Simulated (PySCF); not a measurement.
```
atom    x (Å)    y (Å)    z (Å)
   C   2.5105  -0.7089  -0.6829
   C   1.4296   0.3282  -0.4130
   O   0.7883   0.0414   0.7997
  Si  -0.7772  -0.0643   1.1987
   C  -2.1631  -0.4315  -0.0181
   C  -2.1241   1.0400   0.4887
   H   2.0623  -1.6933  -0.7926
   H   3.2082  -0.7379   0.1501
   H   3.0494  -0.4578  -1.5925
   H   1.8766   1.3265  -0.3304
   H   0.7083   0.3434  -1.2363
   H  -0.6941  -0.5451   2.5536
   H  -1.9682  -0.5648  -1.0754
   H  -3.0366  -0.9944   0.2799
   H  -1.8989   1.7859  -0.2645
   H  -2.9786   1.3416   1.0780
```

Geometry: GFN2-xTB, NEB image 0 of 0 to 8.

These are results of PySCF, PBE0/pcSseg-1, SCF density, gas phase, non-relativistic, not measurements.

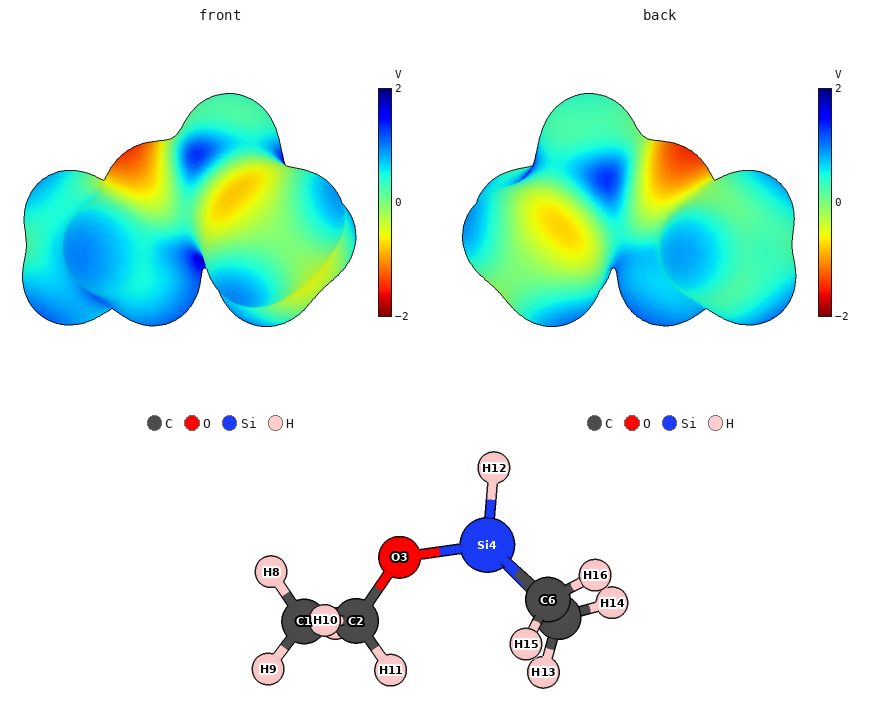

C$_{4}$H$_{10}$OSi (SMILES CCO[SiH]1CC1). The electrostatic potential painted on the density surface at 0.004 e/bohr³, seen from the front and from behind; the colour scale runs from red (negative) to blue (positive). The bare structure is drawn below in the same view.

Where is the surface potential most negative and most positive?

The most negative region (about −1.4 V) lies over O3, the most positive (about +1.6 V) over Si4. O3 is the likeliest acceptor of a hydrogen bond.

What dipole moment does the calculation give?

Its dipole moment is 1.13 D.
